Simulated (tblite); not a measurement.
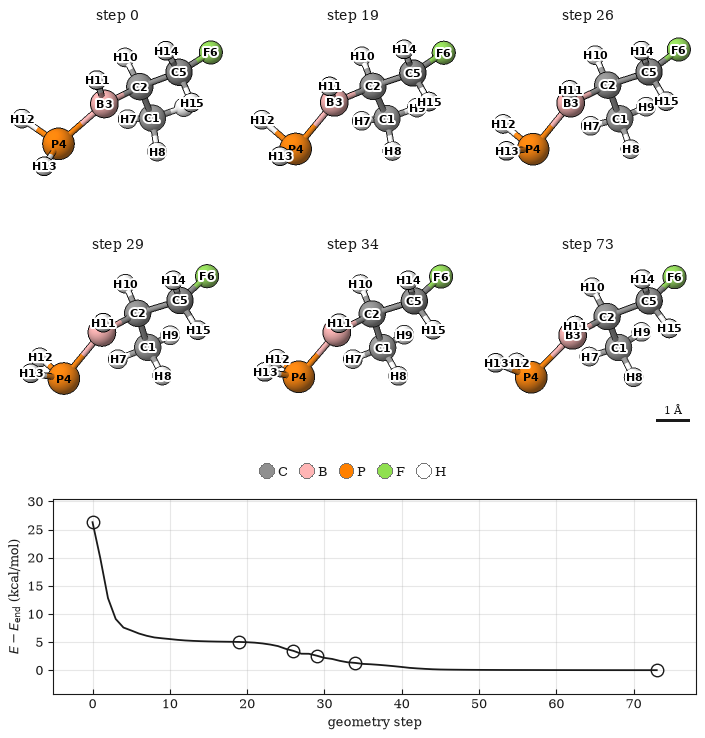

Frames of a relaxation of C$_{3}$H$_{9}$BFP, marked on the history of the run. Style: ball-and-stick. Shown from a free direction.

Theory: tblite, GFN2-xTB geometry optimisation, gas phase. 

What happens along the run?

Answer. The atom that moves furthest after the best rigid fit is H13 (1.19 Å). Largest moves by element: H 1.19 Å, F 0.27 Å, P 0.20 Å, B 0.18 Å, C 0.16 Å. Among the contacts that change: P4–H12 1.444 → 1.380 Å, B3–P4 1.911 → 1.860 Å, C1–C2 1.492 → 1.535 Å, C1–H7 1.116 → 1.088 Å. Among the angles between lasting bonds that change: H12–P4–H13 107.4° → 96.2°, B3–P4–H13 109.7° → 100.5°, F6–C5–H14 113.3° → 106.3°. After 73 geometry steps the energy has fallen by 26.3 kcal/mol. Cost: 0.65 s on 1 thread of Arm Neoverse N1, with other jobs on the host. From step 0 to 19: H13 moves most (0.31 Å), energy −21.3 kcal/mol. From step 19 to 26: H12 moves most (0.43 Å), energy −1.58 kcal/mol. From step 26 to 29: H12 moves most (0.36 Å), energy −0.85 kcal/mol. From step 29 to 34: H12 moves most (0.08 Å), energy −1.29 kcal/mol. From step 34 to 73: H13 moves most (0.30 Å), energy −1.29 kcal/mol.
